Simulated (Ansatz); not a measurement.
```xyz
8

In   -0.5075   -0.0992    0.1300
Cl    0.5958    1.9680   -0.6253
O    -1.4451   -1.1569   -1.2898
O    -0.7421   -0.2907    2.1104
H     1.8543    0.3819   -0.4802
F     1.8382   -0.5635   -0.2356
H    -1.2819   -0.7161   -2.1477
H    -0.3117    0.4766    2.5380
```

Core potentials replace the inner electrons of In.

The calculation used Ansatz 0.2.0, RKS PBE/def2-SVP.

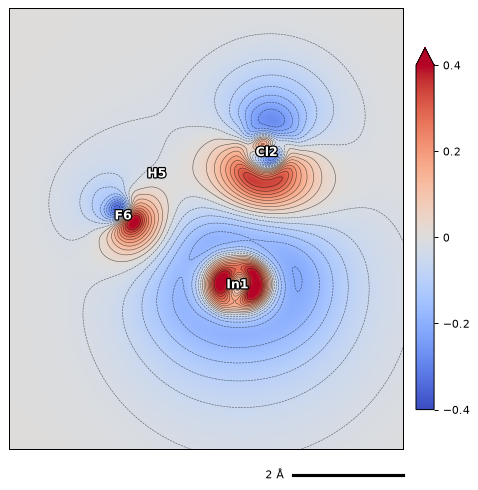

ClFH3InO2. The LUMO on the plane of atoms Cl2, In1 and F6 (values in Å⁻³ᐟ²; the overall sign is arbitrary).

### What is the character of this orbital?

Its weight (Hirshfeld) is mainly on In1 (about 45 %), O3 (about 15 %), O4 (about 15 %) and Cl2 (about 15 %). Its energy is −3.07 eV.
